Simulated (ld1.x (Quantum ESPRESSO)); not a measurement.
**Pseudopotential generation for Pt**

- system: platinum (Pt, Z = 78), core [Kr] 4d10 4f14, reference valence 5s2 5p6 5d9 6s0 6p0 (an ion of charge +1), valence charge 18.
- method: ultrasoft potential, PBE, scalar-relativistic, made with ld1.x (Quantum ESPRESSO) 7.5

**The input**
```
 &input
   title='Pt', zed=78., rel=1, dft='PBE', iswitch=3,
   config='[Xe] 4f14 5d9 6s0 6p0',
   nld=3, rlderiv=2.25, eminld=-10.0, emaxld=5.0, deld=0.04
 /
 &inputp
   pseudotype=3, tm=.true., lloc=-1, rcloc=1.40,
   nlcc=.true., new_core_ps=.true.,
   which_augfun='PSQ', rmatch_augfun=0.40,
   file_pseudopw='Pt.UPF', file_wfcaegen='ae.wfc', file_wfcncgen='nc.wfc', file_beta='beta', file_chi='chi', file_wfcusgen='us.wfc'
 /
6
5S  1  0   2.00   0.00  1.20  1.45  0.0
6S  2  0   0.00   0.00  1.20  1.45  0.0
5P  2  1   6.00   0.00  0.45  0.55  0.0
6P  3  1   0.00   0.00  0.45  0.55  0.0
5D  3  2   9.00   0.00  1.60  2.05  0.0
5D  3  2   0.00   0.20  1.60  2.05  0.0
 &test
   configts(1)='5s2 5p6 5d9 6s0 6p0'
 /
```

Launched with:
```bash
ld1.x < Pt.in > Pt.out
```

**Log**
```
     Program LD1 v.7.5
     --------------------------- All-electron run ----------------------------

     Pt
     scalar relativistic calculation

     atomic number is 78.00
     dft =PBE   lsd =0 sic =0 latt =0  beta=0.20 tr2=1.0E-14
     Exchange-correlation= PBE
                           (   1   4   3   4   0   0   0)
     mesh =1277 r(mesh) =  98.81913 a.u. xmin = -7.00 dx = 0.01250
     1 Ry =  13.60569312 eV, c = 137.03599908

     n l     nl                  e(Ry)          e(Ha)          e(eV)
     1 0     1S 1( 2.00)     -5765.7841     -2882.8921    -78447.4895
     2 0     2S 1( 2.00)     -1013.3706      -506.6853    -13787.6097
     2 1     2P 1( 6.00)      -878.1776      -439.0888    -11948.2153
     3 0     3S 1( 2.00)      -238.4938      -119.2469     -3244.8731
     3 1     3P 1( 6.00)      -199.1315       -99.5658     -2709.3227
     4 0     4S 1( 2.00)       -51.7221       -25.8610      -703.7146
     4 1     4P 1( 6.00)       -38.8164       -19.4082      -528.1239
     3 2     3D 1(10.00)      -156.4888       -78.2444     -2129.1387
     5 0     5S 1( 2.00)        -8.0887        -4.0443      -110.0522
     5 1     5P 1( 6.00)        -4.7263        -2.3631       -64.3041
     4 2     4D 1(10.00)       -23.1535       -11.5768      -315.0197
     4 3     4F 1(14.00)        -5.7524        -2.8762       -78.2660
     5 2     5D 1( 9.00)        -1.0513        -0.5257       -14.3038
     6 0     6S 1( 0.00)        -0.9467        -0.4733       -12.8799
     6 1     6P 1( 0.00)        -0.4893        -0.2447        -6.6574

     final scf error:  1.7E-15 reached in  33 iterations

     Etot =  -36826.365005 Ry,  -18413.182502 Ha, -501048.221089 eV

     Ekin =   41082.626918 Ry,   20541.313459 Ha,  558957.614528 eV
     Encl =  -91479.479775 Ry,  -45739.739888 Ha,-1244641.728876 eV
     Eh   =   14278.471098 Ry,    7139.235549 Ha,  194268.496030 eV
     Exc  =    -707.983245 Ry,    -353.991623 Ha,   -9632.602771 eV

     normalization and overlap integrals

     s(1S/1S) =  1.000000  <r> =   0.0171  <r2> =    0.0004  r(max) =   0.0106
     s(2S/2S) =  1.000000  <r> =   0.0723  <r2> =    0.0062  r(max) =   0.0612
     s(2P/2P) =  1.000000  <r> =   0.0652  <r2> =    0.0052  r(max) =   0.0507
     s(3S/3S) =  1.000000  <r> =   0.1871  <r2> =    0.0400  r(max) =   0.1726
     s(3P/3P) =  1.000000  <r> =   0.1882  <r2> =    0.0411  r(max) =   0.1726
     s(4S/4S) =  1.000000  <r> =   0.4150  <r2> =    0.1944  r(max) =   0.3890
     s(4P/4P) =  1.000000  <r> =   0.4419  <r2> =    0.2219  r(max) =   0.4089
     s(3D/3D) =  1.000000  <r> =   0.1704  <r2> =    0.0340  r(max) =   0.1396
     s(5S/5S) =  1.000000  <r> =   0.9530  <r2> =    1.0195  r(max) =   0.8657
     s(5P/5P) =  1.000000  <r> =   1.1053  <r2> =    1.3835  r(max) =   0.9810
     s(4D/4D) =  1.000000  <r> =   0.4682  <r2> =    0.2534  r(max) =   0.4193
     s(4F/4F) =  1.000000  <r> =   0.5162  <r2> =    0.3248  r(max) =   0.3842
     s(5D/5D) =  1.000000  <r> =   1.6458  <r2> =    3.2356  r(max) =   1.2596
     s(6S/6S) =  1.000000  <r> =   2.7084  <r2> =    8.3196  r(max) =   2.2951
     s(6P/6P) =  1.000000  <r> =   3.7191  <r2> =   15.7816  r(max) =   3.0981

     ------------------------ End of All-electron run ------------------------

     --------------------- Generating US pseudopotential ---------------------

      Generating local potential from pseudized AE potential:
      Matching radius rcloc =   1.4000

      Local pseudo, rcloc= 1.410 Estimated cut-off energy=    12.54 Ry

      Computing core charge for nlcc:

       r > 0.75 : true rho core
      Core charge pseudized with two Bessel functions
      Integrated core pseudo-charge :  31.54
      Wfc-us  5S rcutus= 1.445  Estimated cut-off energy=    26.21 Ry
      Wfc-us  6S rcutus= 1.445  Estimated cut-off energy=    51.82 Ry
      Wfc-us  5P rcutus= 0.545  Estimated cut-off energy=   431.28 Ry
      Wfc-us  6P rcutus= 0.545  Estimated cut-off energy=   449.13 Ry
      Wfc-us  5D rcutus= 2.051  Estimated cut-off energy=    27.78 Ry
      Wfc-us  5D rcutus= 2.051  Estimated cut-off energy=    40.23 Ry

     Q pseudized with Bessel functions
     Expected ecutrho=    2309.0593 due to l1=  2   l2=  2

       Warning: n=2, l=1 expected 0 nodes, found 1
       Setting wfc to zero for this iteration
       (This warning will only be printed once per wavefunction)

       Zero norm: self consistency problem; state:  2 (l=  1, j=0.0)

 %%%%%%%%%%%%%%%%%%%%%%%%%%%%%%%%%%%%%%%%%%%%%%%%%%%%%%%%%%%%%%%%%%%%%%%%%%%%%%
     Error in routine chargeps (1):
     negative rho
 %%%%%%%%%%%%%%%%%%%%%%%%%%%%%%%%%%%%%%%%%%%%%%%%%%%%%%%%%%%%%%%%%%%%%%%%%%%%%%

     stopping ...
```

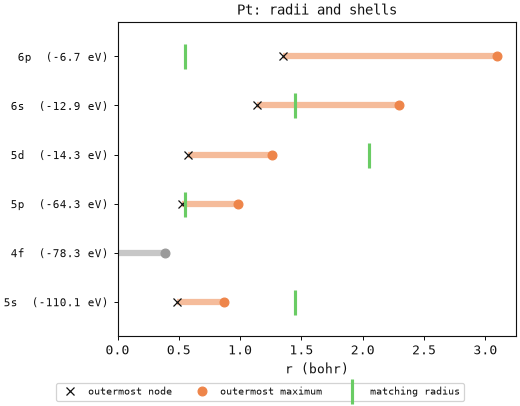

Outer shells of the all-electron reference atom: each bar runs from the outermost node (or the nucleus) to the outermost maximum of u(r); the tick is the radius chosen for the pseudo-wave. Shells without a tick have no pseudo-wave of their own. Levels, nodes and maxima are from ld1.x, scalar-relativistic.

- Radii against the shells: 5s: 1.45 bohr, outside the maximum; 5p: 0.55 bohr, between node and maximum; 5d: 2.05 bohr, outside the maximum; 6s: 1.45 bohr, between node and maximum; 6p: 0.55 bohr, inside the outermost node.

**What the run reported**

```
quantity                      value
 outcome        ended with an error
hardware  1 CPU thread, shared host
```

**Diagnosis**

The generator stopped with the message “chargeps: negative rho”. In words: the spherical valence density built from the smooth waves and the augmentation charge turned negative at some radius.
